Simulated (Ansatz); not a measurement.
Consider CrF6 (R-3).

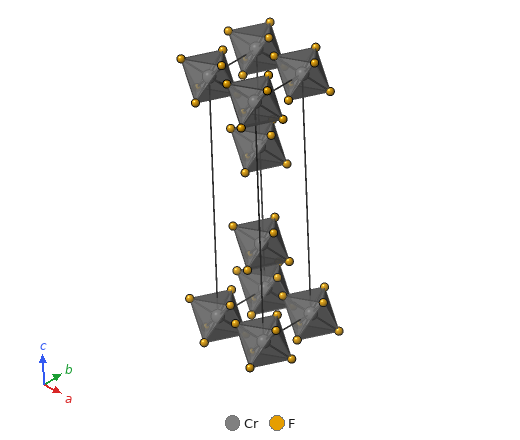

The structure (chromium grey, fluorine orange). Some periodic images of atoms are drawn too.

Symmetry: R-3, No. 148, trigonal system. Conventional cell: a = 4.805 Å, b = 4.805 Å, c = 13.108 Å, α = 90.00°, β = 90.00°, γ = 120.00°. Nearest to Cr lie 6 F at 1.74 Å. F has 1 Cr at 1.74 Å nearest. Farther neighbours and most contacts between anions are not listed.

```xyz
7
Lattice="-0.5434 2.5582 -4.4660 -4.4660 0.5434 -2.5582 -2.5582 4.4660 -0.5434" Properties=species:S:1:pos:R:3 pbc="T T T"
Cr    0.0000    0.0000    0.0000
F    -2.5587    4.4665   -2.2789
F    -4.4665    2.2789   -2.5587
F    -5.2888    5.0090   -3.1012
F    -3.1012    5.2888   -5.0090
F    -5.0090    3.1012   -5.2888
F    -2.2789    2.5587   -4.4665
```

The cell and positions are those that the Materials Project relaxed with its own functionals (PBE, PBE+U or r2SCAN), kept fixed. The program's search for lower electronic states was switched off, so nothing shows that the state found is the lowest. PAW set soft_2, made with PBE.

A constrained-RPA run (Ansatz 0.2.0; non-magnetic LDA; Cr d + anion p, bands v18 to c5, 4×4×4 mesh, medium accuracy) builds 23 functions on bands 9.8 eV wide, with 36.0 electrons in the window. The bare on-site interaction is 23.4 eV and the bare J 0.84 eV.

Q: What U and J survive the screening?

On the Cr d shell, U = 15.25 eV (65 % of the bare value), U′ = 13.82 eV, J = 0.71 eV.

The parent state is non-magnetic and the interaction static (zero frequency); U depends on the window and the orbitals, so it belongs to this model alone. A window that holds the anion p bands defines a model with explicit ligands; its U belongs to that model and is not the U of DFT+U.

[Paths, hosts, dates, memory and timing lines, banners, echoed tables and standing remarks are left out of the program output.]

[Logs are printed without paths, hosts, clocks, repeated set-up lines and the standing remarks that a program may print on its own settings, such as how far it seeks lower states.]

[Runs of the session that timed out or met a known fault of the program may be left out.]

[Hosts, paths, dates, database ids (printed as entryN), source tags and the programs' standing remarks are cut or masked in the printed files.]
